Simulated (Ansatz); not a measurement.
A computed series for HgS: pressure series

Consider HgS in the zinc blende structure (space group F-43m, No. 216).

```
CELL_PARAMETERS angstrom
      0.00000     2.90597     2.90597
      2.90597     0.00000     2.90597
      2.90597     2.90597     0.00000
ATOMIC_POSITIONS crystal
  Hg 0.00000 0.00000 0.00000
  S  0.25000 0.25000 0.25000
```

Cell and atoms are relaxed at each pressure.

The values are results of LDA (Ansatz, a first-principles code), no spin-orbit coupling, not measurements.

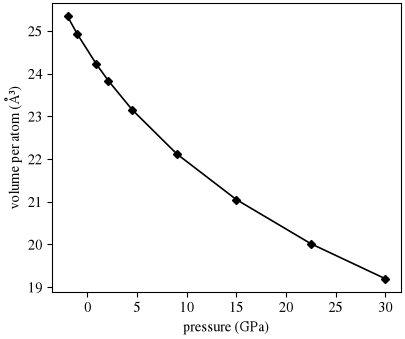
*Volume against pressure*

Question: Estimate the zero-pressure bulk modulus from the plot.

Answer: About 68 GPa; a third-order Birch–Murnaghan fit to the points gives V₀ = 24.54 Å³/atom, B₀ = 68 GPa and B₀′ = 4.8.

A case with no gap was solved on a k-mesh chosen for an insulator, which is coarse for it. Load acts through the strain it causes; cell and atoms are relaxed under it. Whether these cells are dynamically stable was not tested. Tetrahedral semiconductors of this kind turn to denser phases somewhere between about 1 and 50 GPa; those were not computed, so compressed cells here can lie past the real transition. The final runs are not spin-polarised.
